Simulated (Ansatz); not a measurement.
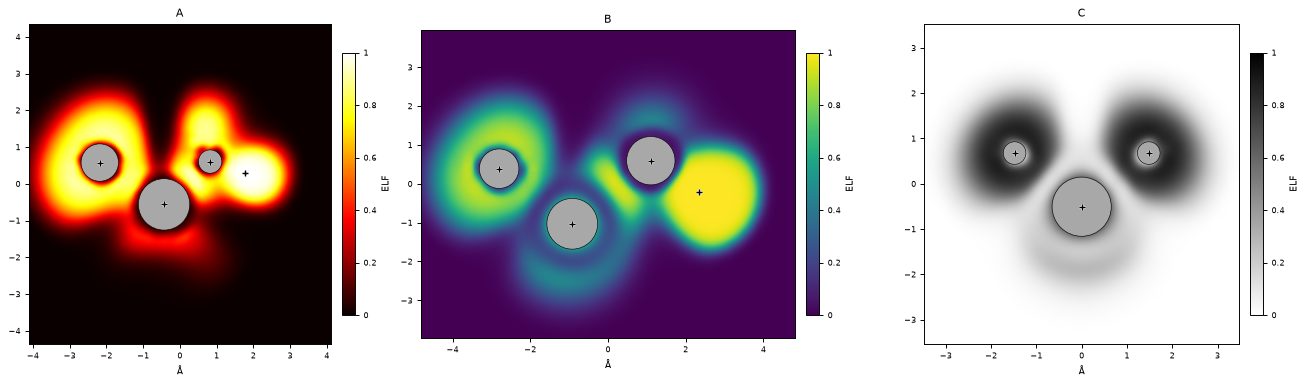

The ELF of 3 systems, each on a plane through atoms (crosses mark nuclei in the plane; grey discs cover the cores).

Method: UKS PBE0-D4/def2-TZVPP (Ansatz 0.2.0).

System 1: F₂HOSn (SMILES [O][SnH]([F])[F]) (doublet), the plane of atoms F3, Sn2 and F4. Geometry: PBE0-D4/def2-TZVP; core potentials replace the inner electrons of Sn.

```xyz
5

O    -0.3792   -0.5786    1.8039
Sn    0.1253   -0.0083   -0.0113
F    -0.8100    1.6029   -0.3676
F    -0.6743   -1.2320   -1.2199
H     1.7881    0.1423   -0.2466
```

System 2: ClH₄N₂Si (doublet), the plane of atoms N1, Si2 and Cl4. Geometry: PBE0-D4/def2-TZVP.

```yaml
atoms:
  - { symbol: N, position_ang: [-0.4200, 1.2805, -0.2375] }
  - { symbol: Si, position_ang: [-0.6193, -0.4074, -0.0370] }
  - { symbol: N, position_ang: [0.7590, -0.9462, 0.8071] }
  - { symbol: Cl, position_ang: [-0.8726, -1.1221, -1.9815] }
  - { symbol: H, position_ang: [-0.9364, 1.7632, -0.9552] }
  - { symbol: H, position_ang: [-0.2804, 1.8561, 0.5783] }
  - { symbol: H, position_ang: [1.6783, -0.6186, 0.5480] }
  - { symbol: H, position_ang: [0.7835, -1.8627, 1.2218] }
```

System 3: ClH₄SiSn (SMILES [SiH3][SnH][Cl]) (doublet), the plane of atoms Si1, Sn2 and Cl3. Geometry: PBE0-D4/def2-TZVP; core potentials replace the inner electrons of Sn.

```xyz
7

Si   -0.9513    0.4695   -0.3807
Sn    0.9062   -1.2234    0.2556
Cl    2.9098   -0.1366   -0.3395
H    -2.2676   -0.1248   -0.0305
H    -0.8723    0.6921   -1.8451
H    -0.7645    1.7533    0.3446
H     1.1008   -1.4981    1.9500
```

Question: Which map belongs to which system?

Answer: Panel A is system 2, ClH₄N₂Si: the plane holds N, Si, Cl and H. Si–N (1.71 Å): the ELF peaks at about 0.90 between the atoms; a polar covalent bond. Panel B is system 3, ClH₄SiSn: the plane holds Si, Sn, Cl and H. Sn–Cl (2.36 Å): the ELF peaks at about 0.80 in the valence shell of Cl, 0.8 Å from its nucleus, and drops to about 0.15 between the two atoms. Panel C is system 1, F₂HOSn: the plane holds Sn and F. Sn–F (1.90 Å): the ELF peaks at about 0.80 in the valence shell of F, 0.5 Å from its nucleus, and drops to about 0.15 between the two atoms.
